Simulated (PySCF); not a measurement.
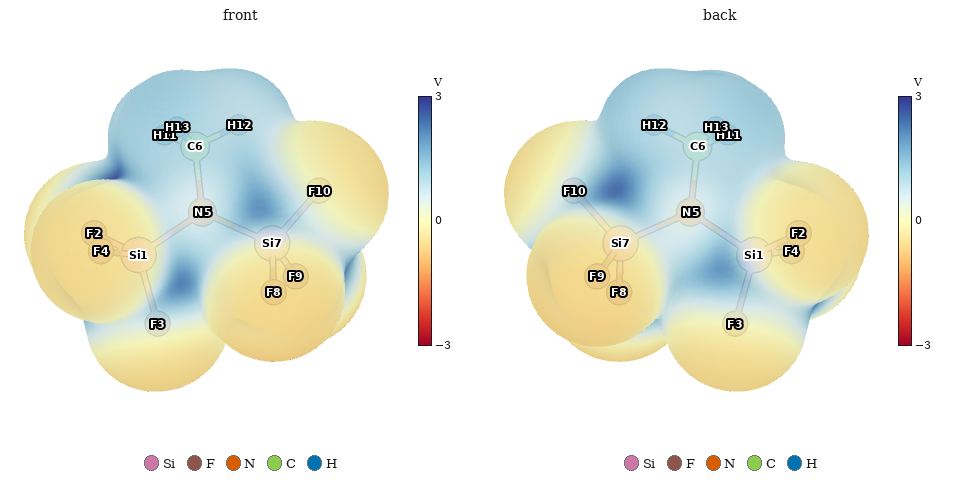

The picture shows: CH3F6NSi2 ((F3Si)2NMe). The electrostatic potential painted on the density surface at 0.002 e/bohr³, seen from the front and from behind; red is negative and blue positive.

Geometry: PBE0-D3(BJ)/def2-SVP.

These are results of PBE0/pcSseg-1, SCF density, gas phase, non-relativistic (PySCF 2.14.0), not measurements.

Input file:

```
{"job": {"kind": "nmr", "xc": "PBE0", "basis": "pcSseg-1"}, "charge": 0, "multiplicity": 1}
Si    -1.502123     0.618424    -0.297594
F     -2.412698     0.670557     1.014194
F     -1.258420     2.092465    -0.859162
F     -2.340090    -0.201193    -1.382917
N      0.013941    -0.071851     0.062407
C      0.028641    -1.303340     0.873929
Si     1.472137     0.599766    -0.518511
F      1.361106     0.970602    -2.067102
F      1.921665     1.929686     0.241511
F      2.633968    -0.478606    -0.309978
H     -0.603402    -1.184083     1.765816
H      1.049702    -1.528253     1.205691
H     -0.333798    -2.166254     0.293907
```

Run with:

```sh
OMP_NUM_THREADS=1 python probes_run.py task.json out
```

Describe the electrostatic potential map.

Answer. The most negative region (about −0.7 V) lies over F8 and F9, the most positive (about +2.4 V) over Si1 and Si7.
